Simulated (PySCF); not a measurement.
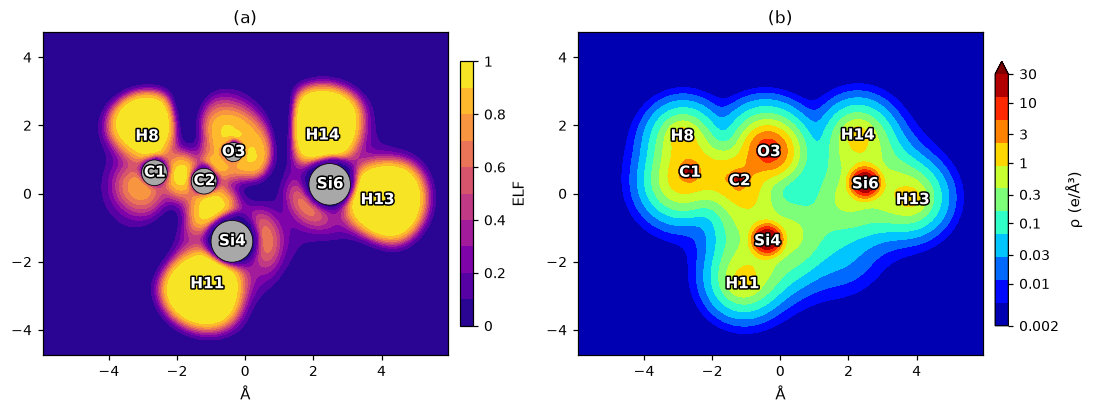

C2H8OP2Si2 (SMILES CC(=[O+])[SiH]1P[SiH2]P1) (charge +1, doublet). (a) electron localisation function; (b) total electron density on the plane of atoms C2, C1 and H8. Grey discs cover the atomic cores in the ELF map.

Geometry: GFN2-xTB.

Computed with UKS B3LYP, pcH-1 on C H O P Si, non-relativistic, mean-field spin-orbit, GIAO (PySCF).

```xyz
15

C     2.7678    0.4008   -0.0253
C     1.2912    0.4006    0.0209
O     0.5766    1.3438   -0.2426
Si    0.2053   -1.1339    0.5185
P    -1.3317   -0.8176   -1.1594
Si   -2.3623    0.9020   -0.0174
P    -1.2403    0.0838    1.8248
H     3.1534    1.3719   -0.3288
H     3.1597    0.1386    0.9566
H     3.1073   -0.3678   -0.7190
H     0.7352   -2.4389    0.8974
H    -2.2181   -1.8387   -0.8152
H    -3.8066    0.6870    0.0917
H    -1.9148    2.2188   -0.4291
H    -2.1271   -0.9422    2.1530
```

Question: Describe what can be read from this map.

Answer: The plane passes through C, O, Si and H nuclei.
C–O (1.21 Å): the density is about 2.8 e/Å³ at the midpoint; the ELF peaks at about 0.85 between the atoms; a multiple bond.
C–C (1.48 Å): ρ at the midpoint is about 1.6 e/Å³; the ELF peaks at about 0.95 between the atoms (localised, covalent bonding).
C–Si (1.94 Å): ρ at the midpoint is about 0.81 e/Å³; the ELF peaks at about 0.95 between the atoms: a shared electron pair.
C–H (1.09 Å): the density is about 1.8 e/Å³ at the midpoint; the ELF climbs to about 1 towards the hydrogen, as it does in any bond to H: an ordinary covalent bond to hydrogen.
Si–H (1.45 Å): ρ is about 0.81 e/Å³ halfway; the ELF climbs to about 1 towards the hydrogen.
The ELF also peaks beside O3, away from the bonds: non-bonding electrons, paired or unpaired.
